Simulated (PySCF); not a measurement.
# CH5B2ClS2: NMR shifts at several levels of theory, part 1 of 2

How much do the NMR shifts of CH5B2ClS2 (`BSB(Cl)SC`) depend on the level of theory, and what does each level cost?

Computed with PySCF 2.14.0, with density-fitted response routines of our own, on a single molecule in the gas phase. Atoms count from 0, in the outputs and in this text.

## Step 1: Starting geometry

11 atoms, charge 0, multiplicity 1; geometry from: GFN2-xTB. The atoms were then displaced at random by about 0.01 Å, so the start is not that level's minimum.

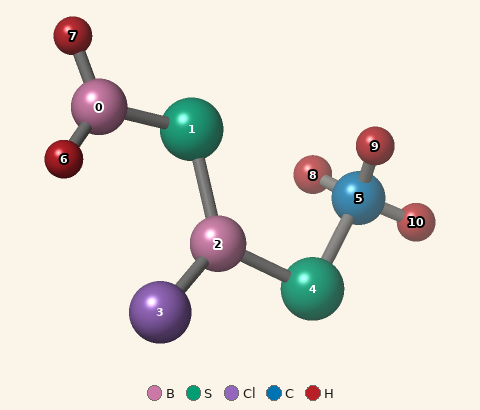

The starting geometry (boron pink, sulfur teal, chlorine purple, carbon blue, hydrogen red), atoms numbered.

## Step 2: Geometry optimisation at PBE0-D3(BJ)/def2-SVP

What the job is given:

```
{"job": {"xc": "PBE0", "basis": "def2-SVP", "d3": "d3bj", "grid": 1, "shake": 0.01, "kind": "geom"}, "charge": 0, "multiplicity": 1}
B     -2.618410     0.153930     0.676260
S     -0.895350     0.379710     0.757820
B     -0.137070    -0.712750    -0.515410
Cl    -1.000600    -1.718910    -1.564750
S      1.659160    -0.757240    -0.687630
C      2.256530     0.430690     0.582730
H     -3.110780    -0.554450    -0.094940
H     -3.247280     0.821970     1.417380
H      1.863500     1.418120     0.392050
H      1.934900     0.093480     1.575910
H      3.333520     0.419640     0.524760
```

On the command line:

```bash
OMP_NUM_THREADS=1 python probes_run.py task.json out
```

The driver reads the jobs from task.json and runs them one after another.

The program printed:

```text
step   0  E = -1346.50311634  max force = 0.024882
step   1  E = -1346.50642046  max force = 0.014441
step   2  E = -1346.50771430  max force = 0.007438
step   3  E = -1346.50798195  max force = 0.002147
step   4  E = -1346.50804484  max force = 0.001516
step   5  E = -1346.50811471  max force = 0.000496
step   6  E = -1346.50815443  max force = 0.000499
step   7  E = -1346.50820323  max force = 0.001025
step   8  E = -1346.50821486  max force = 0.000555
step   9  E = -1346.50821826  max force = 0.000154
optimisation converged
```

Run time: 55 s. Hardware: 1 thread of Arm Neoverse V1, shared host; peak memory 0.52 GiB.

The steps of the relaxation:

| step | energy from step 0 (eV) | largest force component (eV/Å) |
| --- | --- | --- |
| 0 | 0.0000 | 1.2795 |
| 1 | -0.0899 | 0.7426 |
| 2 | -0.1251 | 0.3825 |
| 3 | -0.1324 | 0.1104 |
| 4 | -0.1341 | 0.0780 |
| 5 | -0.1360 | 0.0255 |
| 6 | -0.1371 | 0.0257 |
| 7 | -0.1384 | 0.0527 |
| 8 | -0.1387 | 0.0285 |
| 9 | -0.1388 | 0.0079 |

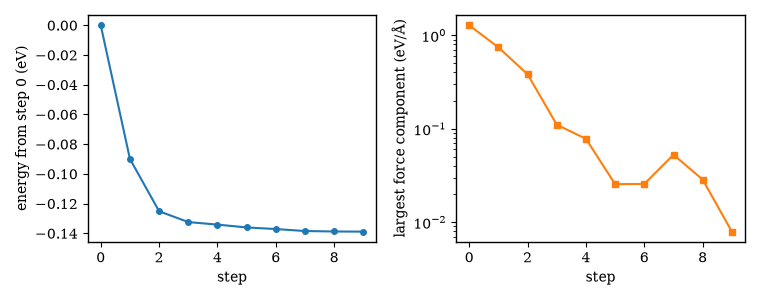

Energy and largest force along the relaxation.

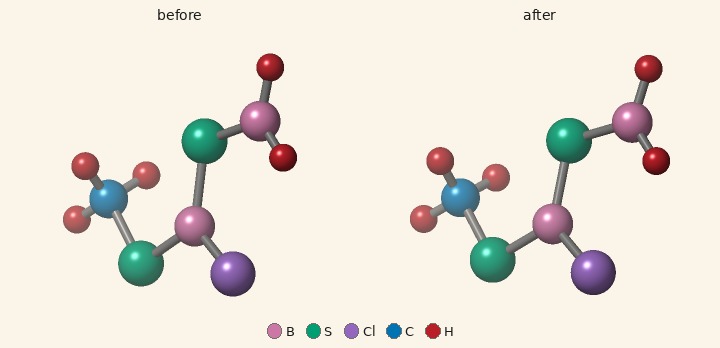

The geometry before (left) and after (right).

Distances of close pairs at the start and the end, largest changes first:

| bond | before (Å) | after (Å) | change (Å) |
| --- | --- | --- | --- |
| B2–Cl3 | 1.691 | 1.754 | +0.063 |
| B0–S1 | 1.740 | 1.788 | +0.048 |
| B0–H6 | 1.157 | 1.201 | +0.044 |
| B0–H7 | 1.179 | 1.204 | +0.025 |
| S4–C5 | 1.839 | 1.815 | -0.024 |
| B2–S4 | 1.805 | 1.783 | -0.022 |
| C5–H10 | 1.079 | 1.098 | +0.019 |
| C5–H8 | 1.080 | 1.098 | +0.018 |

The end geometry stands in the next job.

| at the end point | value |
| --- | --- |
| point group (found at 0.08 Å tolerance) | Cs |
| rotational constants (GHz, main isotopes) | 2.233, 1.522, 0.910 |
| dipole moment (D) | 1.83 |

## Step 3: NMR shieldings: HF/pcSseg-1

What the job is given:

```
{"job": {"kind": "nmr", "xc": "HF", "basis": "pcSseg-1", "pop": false}, "charge": 0, "multiplicity": 1}
B     -2.645199    -0.138236     0.859673
S     -0.900322     0.250290     0.836994
B     -0.157334    -0.691037    -0.552908
Cl    -1.075449    -1.732386    -1.625423
S      1.591864    -0.575049    -0.879684
C      2.229317     0.564603     0.380877
H     -3.137945    -0.890417     0.063654
H     -3.275014     0.408421     1.728329
H      1.774778     1.558791     0.279930
H      2.048732     0.176132     1.391722
H      3.310727     0.640862     0.209263
```

Method: GIAO HF/pcSseg-1 NMR shielding, non-relativistic, gas phase.

The program printed:

```text
final grid: 95728 points
cycle   1  E = -1344.6128083614  dE =  9.224e-01  |g| = 4.974e-01  |ddm| = 2.858e+00
cycle   2  E = -1344.6949277003  dE = -8.212e-02  |g| = 2.415e-01  |ddm| = 7.163e-01
cycle   3  E = -1344.7115029986  dE = -1.658e-02  |g| = 5.899e-02  |ddm| = 2.802e-01
cycle   4  E = -1344.7132175257  dE = -1.715e-03  |g| = 1.603e-02  |ddm| = 1.081e-01
cycle   5  E = -1344.7133355115  dE = -1.180e-04  |g| = 4.571e-03  |ddm| = 2.736e-02
cycle   6  E = -1344.7133491598  dE = -1.365e-05  |g| = 1.429e-03  |ddm| = 1.017e-02
cycle   7  E = -1344.7133510332  dE = -1.873e-06  |g| = 4.905e-04  |ddm| = 4.075e-03
cycle   8  E = -1344.7133512134  dE = -1.802e-07  |g| = 1.477e-04  |ddm| = 1.166e-03
cycle   9  E = -1344.7133512310  dE = -1.757e-08  |g| = 4.201e-05  |ddm| = 3.487e-04
cycle  10  E = -1344.7133512326  dE = -1.625e-09  |g| = 1.222e-05  |ddm| = 1.263e-04
cycle  11  E = -1344.7133512328  dE = -1.635e-10  |g| = 4.449e-06  |ddm| = 3.611e-05
converged SCF energy = -1344.7133512328

GIAO shielding tensors (ppm)
atom      isotropic    diamagn.    paramagn.     s11        s22        s33       span
  0 B       45.505     191.688    -146.183     -7.705      9.258    134.961    142.666
  1 S      480.073    1059.632    -579.559    187.082    480.442    772.695    585.613
  2 B       49.290     189.565    -140.275     -1.826     50.922     98.774    100.600
  3 Cl     829.368    1147.835    -318.467    587.921    869.339   1030.842    442.921
  4 S      535.466    1056.739    -521.273    324.701    600.036    681.660    356.960
  5 C      176.064     249.477     -73.414    166.897    173.414    187.880     20.983
  6 H       24.372      28.542      -4.170     19.490     23.675     29.951     10.461
  7 H       24.856      28.453      -3.598     21.032     25.334     28.201      7.169
  8 H       29.336      30.430      -1.093     24.214     27.664     36.130     11.915
  9 H       29.320      30.232      -0.912     24.146     27.811     36.003     11.858
 10 H       29.648      28.555       1.093     23.689     26.747     38.508     14.820
```

It took 6.3 s on 1 thread of Arm Neoverse V1, shared host; peak memory 0.88 GiB.

Shifts follow as δ = σ(reference) − σ, with reference shieldings (ppm) from runs at the same level and on the same kind of geometry: ¹H TMS 31.69, ¹³C TMS 190.8, ¹¹B BF3·OEt2 115.3, ³³S CS2 514, ³⁵Cl HCl 956. The references are single molecules in the gas phase. Atoms listed in one row are averaged.

| atoms | environment | σ (ppm) | δ (ppm) |
| --- | --- | --- | --- |
| C5 | methyl carbon bonded to S | 176.1 | 14.8 |
| H6, H7 | hydrogen on a boron bonded to S | 24.61 | 7.07 |
| H8, H9, H10 | hydrogen on a methyl carbon bonded to S | 29.43 | 2.25 |
| B0 | boron bonded to S, 2 H | 45.5 | 69.8 |
| B2 | boron bonded to Cl, 2 S | 49.3 | 66.0 |
| S1 | sulfur bonded to 2 B | 480 | 33 |
| S4 | sulfur bonded to C, B | 535 | -22 |
| Cl3 | chlorine bonded to B | 829 | 127 |

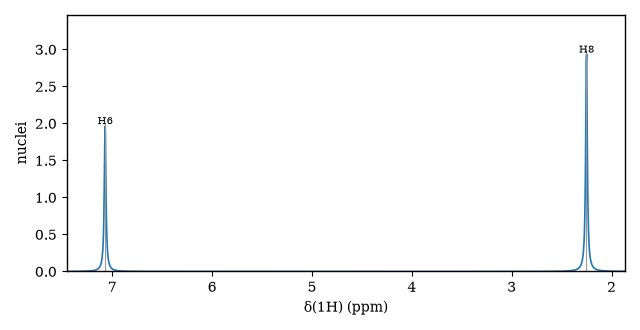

¹H lines at the computed shifts, without couplings. Lines are broadened to a width of 0.02 ppm (Lorentzian).

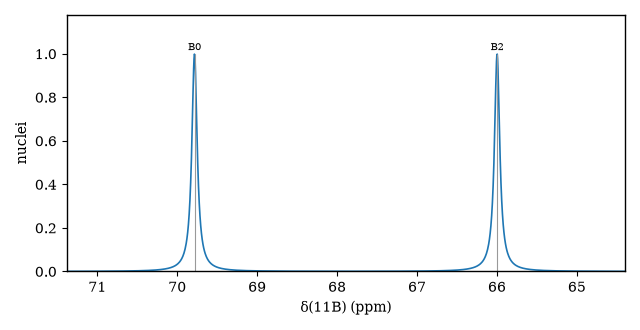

¹¹B lines at the computed shifts, without couplings. Lines are broadened to a width of 0.08 ppm (Lorentzian).

## Step 4: NMR shieldings: LDA/pcSseg-1

The job, as its differences from that of step 3:

```diff
@@ -1,2 +1,2 @@
-{"job": {"kind": "nmr", "xc": "HF", "basis": "pcSseg-1", "pop": false}, "charge": 0, "multiplicity": 1}
+{"job": {"kind": "nmr", "xc": "LDA", "basis": "pcSseg-1", "pop": false}, "charge": 0, "multiplicity": 1}
 B     -2.645199    -0.138236     0.859673
```

With the program's defaults for keys left out, this is: GIAO LDA/pcSseg-1 NMR shielding, non-relativistic, gas phase.

The program printed:

```text
coarse grid: 11232 points
cycle   1  E = -1342.2363032157  dE =  3.790e-01  |g| = 3.393e-01  |ddm| = 3.112e+00
cycle   2  E = -1342.2134199642  dE =  2.288e-02  |g| = 4.534e-01  |ddm| = 7.643e-01
cycle   3  E = -1342.2664023722  dE = -5.298e-02  |g| = 1.078e-01  |ddm| = 4.366e-01
cycle   4  E = -1342.2695684757  dE = -3.166e-03  |g| = 4.044e-02  |ddm| = 1.678e-01
cycle   5  E = -1342.2699997485  dE = -4.313e-04  |g| = 1.500e-02  |ddm| = 5.402e-02
cycle   6  E = -1342.2700618296  dE = -6.208e-05  |g| = 1.857e-03  |ddm| = 1.744e-02
cycle   7  E = -1342.2700625866  dE = -7.570e-07  |g| = 8.050e-04  |ddm| = 2.829e-03
final grid: 95728 points
cycle   8  E = -1342.2913444227  dE = -1.986e-05  |g| = 3.383e-03  |ddm| = 1.702e-02
cycle   9  E = -1342.2913402932  dE =  4.130e-06  |g| = 5.079e-03  |ddm| = 8.755e-03
cycle  10  E = -1342.2913473100  dE = -7.017e-06  |g| = 8.289e-04  |ddm| = 5.822e-03
cycle  11  E = -1342.2913475265  dE = -2.165e-07  |g| = 2.348e-04  |ddm| = 1.301e-03
cycle  12  E = -1342.2913475411  dE = -1.455e-08  |g| = 9.077e-05  |ddm| = 3.163e-04
cycle  13  E = -1342.2913475433  dE = -2.244e-09  |g| = 1.088e-05  |ddm| = 9.647e-05
cycle  14  E = -1342.2913475433  dE = -1.637e-11  |g| = 8.717e-06  |ddm| = 2.264e-05
converged SCF energy = -1342.2913475433

GIAO shielding tensors (ppm)
atom      isotropic    diamagn.    paramagn.     s11        s22        s33       span
  0 B       17.404     195.202    -177.797    -45.992    -29.944    128.150    174.141
  1 S      289.594    1060.307    -770.713    -45.933    198.561    716.155    762.088
  2 B       32.512     194.475    -161.964    -15.940     35.352     78.124     94.064
  3 Cl     694.433    1147.833    -453.400    432.986    682.539    967.774    534.788
  4 S      389.639    1057.760    -668.121    152.188    498.808    517.920    365.732
  5 C      163.313     252.579     -89.267    153.907    153.940    182.090     28.183
  6 H       22.844      28.487      -5.643     16.791     23.327     28.413     11.622
  7 H       23.283      27.756      -4.473     18.835     24.837     26.176      7.340
  8 H       28.327      30.226      -1.899     23.550     26.622     34.811     11.261
  9 H       28.305      29.973      -1.668     23.486     26.742     34.687     11.201
 10 H       28.681      27.654       1.027     23.269     26.261     36.513     13.244
```

Run time: 14 s. Hardware: 1 thread of Arm Neoverse V1, shared host; peak memory 0.88 GiB.

In short: δ C5 17.4, B0 75.5, B2 60.4, S1 191, H6 7.76, H8 2.39 ppm (means over like atoms).

## Step 5: Shielding tensors: PBE/pcSseg-1

The job, as its differences from that of step 4:

```diff
@@ -1,2 +1,2 @@
-{"job": {"kind": "nmr", "xc": "LDA", "basis": "pcSseg-1", "pop": false}, "charge": 0, "multiplicity": 1}
+{"job": {"kind": "nmr", "xc": "PBE", "basis": "pcSseg-1", "pop": false}, "charge": 0, "multiplicity": 1}
 B     -2.645199    -0.138236     0.859673
```

Level: GIAO PBE/pcSseg-1 NMR shielding, non-relativistic, gas phase.

The program printed:

```text
coarse grid: 11232 points
cycle   1  E = -1346.6923539045  dE =  3.880e-01  |g| = 3.162e-01  |ddm| = 3.115e+00
cycle   2  E = -1346.6741511921  dE =  1.820e-02  |g| = 4.177e-01  |ddm| = 7.391e-01
cycle   3  E = -1346.7197220371  dE = -4.557e-02  |g| = 9.800e-02  |ddm| = 4.114e-01
cycle   4  E = -1346.7224351168  dE = -2.713e-03  |g| = 3.293e-02  |ddm| = 1.494e-01
cycle   5  E = -1346.7227140519  dE = -2.789e-04  |g| = 1.379e-02  |ddm| = 4.566e-02
cycle   6  E = -1346.7227666358  dE = -5.258e-05  |g| = 1.620e-03  |ddm| = 1.586e-02
cycle   7  E = -1346.7227672281  dE = -5.923e-07  |g| = 7.306e-04  |ddm| = 2.744e-03
final grid: 95728 points
cycle   8  E = -1346.7703007613  dE = -2.222e-05  |g| = 1.378e-02  |ddm| = 3.447e-02
cycle   9  E = -1346.7701947792  dE =  1.060e-04  |g| = 2.356e-02  |ddm| = 3.395e-02
cycle  10  E = -1346.7703477900  dE = -1.530e-04  |g| = 2.126e-03  |ddm| = 2.403e-02
cycle  11  E = -1346.7703490900  dE = -1.300e-06  |g| = 8.656e-04  |ddm| = 3.487e-03
cycle  12  E = -1346.7703493119  dE = -2.220e-07  |g| = 1.285e-04  |ddm| = 1.046e-03
cycle  13  E = -1346.7703493162  dE = -4.274e-09  |g| = 6.227e-05  |ddm| = 2.288e-04
cycle  14  E = -1346.7703493173  dE = -1.141e-09  |g| = 1.811e-05  |ddm| = 8.333e-05
cycle  15  E = -1346.7703493174  dE = -1.023e-10  |g| = 4.268e-06  |ddm| = 2.592e-05
converged SCF energy = -1346.7703493174

GIAO shielding tensors (ppm)
atom      isotropic    diamagn.    paramagn.     s11        s22        s33       span
  0 B       25.416     195.011    -169.595    -35.216    -16.058    127.523    162.739
  1 S      329.715    1060.345    -730.630     19.845    253.569    715.731    695.886
  2 B       36.819     194.153    -157.334     -9.432     38.764     81.126     90.559
  3 Cl     711.079    1148.097    -437.018    456.760    707.190    969.288    512.528
  4 S      408.438    1057.794    -649.356    194.993    509.207    521.115    326.122
  5 C      161.686     251.212     -89.526    152.370    153.030    179.657     27.286
  6 H       23.440      28.907      -5.467     17.663     23.790     28.866     11.203
  7 H       23.915      28.256      -4.341     19.624     25.351     26.769      7.145
  8 H       28.709      30.575      -1.866     24.079     27.050     34.999     10.920
  9 H       28.687      30.301      -1.614     24.013     27.171     34.877     10.864
 10 H       29.092      27.920       1.173     23.831     26.702     36.745     12.915
```

It took 17 s on 1 thread of Arm Neoverse V1, shared host; peak memory 0.74 GiB.

In short: δ C5 18.3, B0 69.4, B2 57.9, S1 161, H6 7.52, H8 2.37 ppm (means over like atoms).

## Step 6: Nuclear shieldings: BLYP/pcSseg-1

The job, as its differences from that of step 5:

```diff
@@ -1,2 +1,2 @@
-{"job": {"kind": "nmr", "xc": "PBE", "basis": "pcSseg-1", "pop": false}, "charge": 0, "multiplicity": 1}
+{"job": {"kind": "nmr", "xc": "BLYP", "basis": "pcSseg-1", "pop": false}, "charge": 0, "multiplicity": 1}
 B     -2.645199    -0.138236     0.859673
```

Method: GIAO BLYP/pcSseg-1 NMR shielding, non-relativistic, gas phase.

The program printed:

```text
coarse grid: 11232 points
cycle   1  E = -1347.3031815997  dE =  3.790e-01  |g| = 3.427e-01  |ddm| = 3.091e+00
cycle   2  E = -1347.2781599771  dE =  2.502e-02  |g| = 4.712e-01  |ddm| = 8.335e-01
cycle   3  E = -1347.3350658620  dE = -5.691e-02  |g| = 1.085e-01  |ddm| = 4.618e-01
cycle   4  E = -1347.3384729364  dE = -3.407e-03  |g| = 3.352e-02  |ddm| = 1.616e-01
cycle   5  E = -1347.3387644619  dE = -2.915e-04  |g| = 1.430e-02  |ddm| = 4.733e-02
cycle   6  E = -1347.3388200616  dE = -5.560e-05  |g| = 1.973e-03  |ddm| = 1.670e-02
cycle   7  E = -1347.3388209600  dE = -8.984e-07  |g| = 7.753e-04  |ddm| = 2.980e-03
final grid: 95728 points
cycle   8  E = -1347.3818935033  dE = -2.878e-05  |g| = 6.063e-03  |ddm| = 2.132e-02
cycle   9  E = -1347.3818758778  dE =  1.763e-05  |g| = 1.010e-02  |ddm| = 1.342e-02
cycle  10  E = -1347.3819028703  dE = -2.699e-05  |g| = 8.995e-04  |ddm| = 9.220e-03
cycle  11  E = -1347.3819031052  dE = -2.349e-07  |g| = 3.252e-04  |ddm| = 1.558e-03
cycle  12  E = -1347.3819031374  dE = -3.218e-08  |g| = 9.959e-05  |ddm| = 4.431e-04
cycle  13  E = -1347.3819031401  dE = -2.677e-09  |g| = 2.236e-05  |ddm| = 1.275e-04
cycle  14  E = -1347.3819031402  dE = -9.800e-11  |g| = 1.269e-05  |ddm| = 3.826e-05
converged SCF energy = -1347.3819031402

GIAO shielding tensors (ppm)
atom      isotropic    diamagn.    paramagn.     s11        s22        s33       span
  0 B       22.892     194.691    -171.799    -38.459    -15.926    123.062    161.521
  1 S      316.845    1060.870    -744.025      6.352    246.068    698.115    691.762
  2 B       31.044     194.175    -163.131    -16.376     32.842     76.665     93.041
  3 Cl     708.595    1148.612    -440.017    453.320    712.879    959.585    506.265
  4 S      391.849    1058.159    -666.310    188.364    489.938    497.245    308.882
  5 C      156.350     249.885     -93.536    146.492    148.161    174.396     27.905
  6 H       23.806      29.387      -5.581     18.149     24.061     29.209     11.060
  7 H       24.320      28.591      -4.271     20.057     25.693     27.211      7.154
  8 H       28.871      30.862      -1.990     24.371     27.280     34.963     10.592
  9 H       28.849      30.558      -1.709     24.304     27.400     34.843     10.539
 10 H       29.302      27.974       1.329     24.203     27.015     36.689     12.486
```

Wall time 17 s (1 thread of Arm Neoverse V1, shared host); peak memory 0.74 GiB.

Key values: δ C5 19.0, B0 70.0, B2 61.8, S1 165, H6 7.30, H8 2.35 ppm (means over like atoms).

## Step 7: Shielding tensors: BP86/pcSseg-1

The job, as its differences from that of step 6:

```diff
@@ -1,2 +1,2 @@
-{"job": {"kind": "nmr", "xc": "BLYP", "basis": "pcSseg-1", "pop": false}, "charge": 0, "multiplicity": 1}
+{"job": {"kind": "nmr", "xc": "BP86", "basis": "pcSseg-1", "pop": false}, "charge": 0, "multiplicity": 1}
 B     -2.645199    -0.138236     0.859673
```

Level: GIAO BP86/pcSseg-1 NMR shielding, non-relativistic, gas phase.

The program printed:

```text
coarse grid: 11232 points
cycle   1  E = -1347.4867552461  dE =  3.887e-01  |g| = 3.125e-01  |ddm| = 3.097e+00
cycle   2  E = -1347.4694604774  dE =  1.729e-02  |g| = 4.151e-01  |ddm| = 7.397e-01
cycle   3  E = -1347.5132718382  dE = -4.381e-02  |g| = 1.012e-01  |ddm| = 4.113e-01
cycle   4  E = -1347.5161950258  dE = -2.923e-03  |g| = 3.294e-02  |ddm| = 1.503e-01
cycle   5  E = -1347.5164829381  dE = -2.879e-04  |g| = 1.307e-02  |ddm| = 4.522e-02
cycle   6  E = -1347.5165298205  dE = -4.688e-05  |g| = 1.619e-03  |ddm| = 1.534e-02
cycle   7  E = -1347.5165304307  dE = -6.103e-07  |g| = 6.718e-04  |ddm| = 2.639e-03
final grid: 95728 points
cycle   8  E = -1347.5621405902  dE = -2.652e-05  |g| = 7.009e-03  |ddm| = 2.452e-02
cycle   9  E = -1347.5621195722  dE =  2.102e-05  |g| = 1.064e-02  |ddm| = 1.693e-02
cycle  10  E = -1347.5621509761  dE = -3.140e-05  |g| = 1.574e-03  |ddm| = 1.229e-02
cycle  11  E = -1347.5621517391  dE = -7.630e-07  |g| = 6.243e-04  |ddm| = 2.535e-03
cycle  12  E = -1347.5621517955  dE = -5.638e-08  |g| = 9.863e-05  |ddm| = 7.337e-04
cycle  13  E = -1347.5621517983  dE = -2.761e-09  |g| = 3.599e-05  |ddm| = 1.679e-04
cycle  14  E = -1347.5621517986  dE = -3.531e-10  |g| = 1.380e-05  |ddm| = 4.800e-05
converged SCF energy = -1347.5621517986

GIAO shielding tensors (ppm)
atom      isotropic    diamagn.    paramagn.     s11        s22        s33       span
  0 B       26.730     194.780    -168.049    -33.072    -13.680    126.943    160.015
  1 S      331.451    1060.555    -729.104     23.784    258.252    712.317    688.534
  2 B       36.854     194.318    -157.464     -9.074     39.106     80.532     89.606
  3 Cl     712.989    1148.277    -435.288    459.613    712.301    967.053    507.439
  4 S      409.090    1057.998    -648.907    198.072    511.506    517.694    319.622
  5 C      161.149     251.509     -90.359    151.694    152.662    179.093     27.399
  6 H       23.546      28.966      -5.421     17.839     23.852     28.946     11.107
  7 H       24.027      28.319      -4.292     19.791     25.407     26.882      7.091
  8 H       28.776      30.673      -1.897     24.157     27.126     35.045     10.888
  9 H       28.754      30.392      -1.638     24.091     27.248     34.923     10.832
 10 H       29.159      27.923       1.236     23.910     26.758     36.809     12.900
```

It took 17 s on 1 thread of Arm Neoverse V1, shared host; peak memory 0.74 GiB.

In short: δ C5 18.6, B0 68.5, B2 58.4, S1 159, H6 7.48, H8 2.37 ppm (means over like atoms).

## Step 8: NMR shieldings: OPBE/pcSseg-1

The job, as its differences from that of step 7:

```diff
@@ -1,2 +1,2 @@
-{"job": {"kind": "nmr", "xc": "BP86", "basis": "pcSseg-1", "pop": false}, "charge": 0, "multiplicity": 1}
+{"job": {"kind": "nmr", "xc": "OPBE", "basis": "pcSseg-1", "pop": false}, "charge": 0, "multiplicity": 1}
 B     -2.645199    -0.138236     0.859673
```

Level: GIAO OPBE/pcSseg-1 NMR shielding, non-relativistic, gas phase.

The program printed:

```text
coarse grid: 11232 points
cycle   1  E = -1347.2530994262  dE =  3.863e-01  |g| = 2.893e-01  |ddm| = 3.166e+00
cycle   2  E = -1347.2448110779  dE =  8.288e-03  |g| = 3.560e-01  |ddm| = 7.188e-01
cycle   3  E = -1347.2769066973  dE = -3.210e-02  |g| = 9.172e-02  |ddm| = 3.729e-01
cycle   4  E = -1347.2793461424  dE = -2.439e-03  |g| = 2.812e-02  |ddm| = 1.353e-01
cycle   5  E = -1347.2795553486  dE = -2.092e-04  |g| = 1.204e-02  |ddm| = 3.965e-02
cycle   6  E = -1347.2795962037  dE = -4.086e-05  |g| = 1.535e-03  |ddm| = 1.431e-02
cycle   7  E = -1347.2795967670  dE = -5.633e-07  |g| = 6.988e-04  |ddm| = 2.859e-03
final grid: 95728 points
cycle   8  E = -1347.3134429867  dE = -6.536e-05  |g| = 3.029e-02  |ddm| = 8.026e-02
cycle   9  E = -1347.3128630041  dE =  5.800e-04  |g| = 5.145e-02  |ddm| = 8.955e-02
cycle  10  E = -1347.3136775739  dE = -8.146e-04  |g| = 6.216e-03  |ddm| = 6.450e-02
cycle  11  E = -1347.3136881372  dE = -1.056e-05  |g| = 2.333e-03  |ddm| = 9.496e-03
cycle  12  E = -1347.3136897153  dE = -1.578e-06  |g| = 4.095e-04  |ddm| = 2.751e-03
cycle  13  E = -1347.3136897636  dE = -4.834e-08  |g| = 1.768e-04  |ddm| = 6.637e-04
cycle  14  E = -1347.3136897735  dE = -9.881e-09  |g| = 3.216e-05  |ddm| = 2.078e-04
cycle  15  E = -1347.3136897737  dE = -2.656e-10  |g| = 1.082e-05  |ddm| = 4.718e-05
converged SCF energy = -1347.3136897737

GIAO shielding tensors (ppm)
atom      isotropic    diamagn.    paramagn.     s11        s22        s33       span
  0 B       36.306     194.838    -158.531    -20.265     -2.959    132.143    152.407
  1 S      374.122    1060.352    -686.230     85.515    304.635    732.217    646.701
  2 B       48.406     193.732    -145.327      6.216     50.382     88.619     82.402
  3 Cl     728.797    1148.365    -419.568    480.604    723.906    981.882    501.278
  4 S      439.130    1057.933    -618.803    233.590    536.554    547.245    313.655
  5 C      166.507     251.798     -85.291    157.552    157.574    184.395     26.843
  6 H       23.472      28.580      -5.108     17.831     23.803     28.783     10.952
  7 H       23.930      28.230      -4.300     19.756     25.356     26.678      6.921
  8 H       28.735      30.406      -1.671     24.079     27.020     35.105     11.026
  9 H       28.712      30.141      -1.429     24.011     27.143     34.983     10.972
 10 H       29.091      27.972       1.119     23.761     26.591     36.922     13.161
```

Run time: 17 s. Hardware: 1 thread of Arm Neoverse V1, shared host; peak memory 0.74 GiB.

Key values: δ C5 18.6, B0 64.0, B2 51.9, S1 133, H6 7.53, H8 2.38 ppm (means over like atoms).

(Continued in part 2 of 2.)
